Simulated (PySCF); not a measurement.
# TPSSh/cc-pVDZ run of CH6N2OSi (SMILES N[SiH2]NC=O)

What is the vertical ionisation energy of CH6N2OSi at TPSSh/cc-pVDZ? Input form: a Python script.

The results are computed with PySCF 2.14.0.

### Step 1. The molecule

CH6N2OSi: 11 atoms, total charge 0, spin state singlet. As SMILES, `N[SiH2]NC=O`. The coordinates come from a GFN2-xTB relaxation. This is one conformer, not always the lowest.

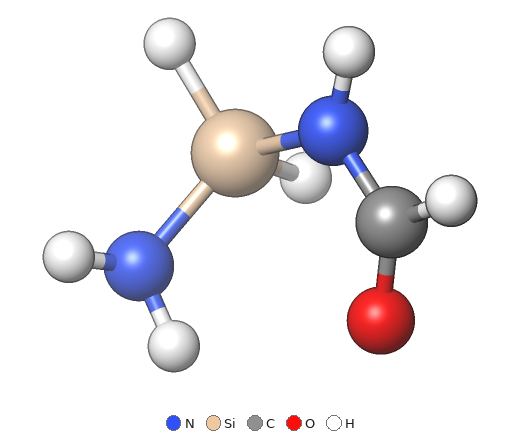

The structure, seen from a chosen angle (nitrogen blue, silicon light orange, carbon grey, oxygen red, hydrogen white).

### Step 2. The energy at TPSSh/cc-pVDZ

mol.xyz reads:

```xyz
11

N     -1.686750     0.311930     0.662140
Si    -0.059650    -0.036840     1.065550
N      0.968180    -0.557680    -0.286540
C      0.964340     0.156740    -1.420360
O      0.283530     1.140370    -1.585160
H     -2.341180    -0.438170     0.503130
H     -1.835880     1.046740    -0.014090
H     -0.037400    -1.214300     1.928670
H      0.533150     1.181220     1.600960
H      1.578300    -1.356310    -0.242180
H      1.633370    -0.233690    -2.212120
```

run.py reads:

```python
# N[SiH2]NC=O
from pyscf import gto, dft

mol = gto.Mole()
mol.atom = 'mol.xyz'
mol.basis = 'cc-pvdz'
mol.max_memory = 1860
mol.verbose = 3
mol.charge = 0
mol.spin = 0
mol.build()

mf = dft.RKS(mol)
mf.xc = 'tpssh'
mf.conv_tol = 1e-10
mf.grids.level = 4
mf.kernel()
if not mf.converged:
    mf = mf.newton().run(mf.mo_coeff, mf.mo_occ)

etot = mf.e_tot
print('E = %.10f Eh' % etot)
```

Launch:

```
$ OMP_NUM_THREADS=1 python run.py
```

What it wrote:

```text
converged SCF energy = -516.024609847041
E = -516.0246098470 Eh
```

Wall time 35 s (1 thread of Intel Xeon Platinum 8488C (Sapphire Rapids), shared host); peak memory 0.6 GiB.

### Step 3. The doublet cation, same level

run.py reads:

```python
from pyscf import gto, dft

mol = gto.Mole()
mol.atom = '''
N     -3.187496     0.589462     1.251263
Si    -0.112722    -0.069618     2.013598
N      1.829595    -1.053862    -0.541482
C      1.822338     0.296196    -2.684091
O      0.535794     2.154987    -2.995518
H     -4.424189    -0.828021     0.950778
H     -3.469310     1.978052    -0.026626
H     -0.070676    -2.294694     3.644658
H      1.007507     2.232182     3.025376
H      2.982555    -2.563054    -0.457654
H      3.086622    -0.441610    -4.180301
'''
mol.verbose = 3
mol.max_memory = 1860
mol.charge = 1
mol.basis = 'cc-pvdz'
mol.unit = 'bohr'
mol.spin = 1
mol.build()

mf = dft.UKS(mol)
mf.xc = 'tpssh'
mf.grids.level = 4
mf.conv_tol = 1e-10
mf.kernel()
if not mf.converged:
    mf = mf.newton().run(mf.mo_coeff, mf.mo_occ)

e_tot = mf.e_tot
print(f'total energy: {e_tot:.8f} hartree')
```

Launch:

```
$ OMP_NUM_THREADS=1 python run.py
```

What it wrote:

```text
converged SCF energy = -515.698853034046  <S^2> = 0.75844573  2S+1 = 2.008428
total energy: -515.69885303 hartree
```

Wall time 82 s (1 thread of Intel Xeon Platinum 8488C (Sapphire Rapids), shared host); peak memory 0.63 GiB.

### Step 4. Results

At TPSSh/cc-pVDZ:

```
                                          quantity          value
                    singlet CH6N2OSi: total energy  -516.02461 Eh
                   singlet CH6N2OSi: dipole moment         2.91 D
                     singlet CH6N2OSi: HOMO energy       -6.16 eV
                     singlet CH6N2OSi: LUMO energy        0.08 eV
                   singlet CH6N2OSi: HOMO–LUMO gap        6.25 eV
                      doublet cation: total energy  -515.69885 Eh
doublet cation: HOMO energy (highest over α and β)      -12.83 eV
 doublet cation: LUMO energy (lowest over α and β)      -11.56 eV
                              doublet cation: ⟨S²⟩          0.758
vertical ionisation energy (to the doublet cation)       8.864 eV
```

**Reading.** The vertical ionisation energy comes to 8.86 eV (204 kcal/mol). The negative HOMO energy of the first species, 6.16 eV, lies 2.70 eV below that difference. Mulliken charges (doublet cation) run from -0.24 on N3 to +0.45 on Si2; they depend strongly on the basis.
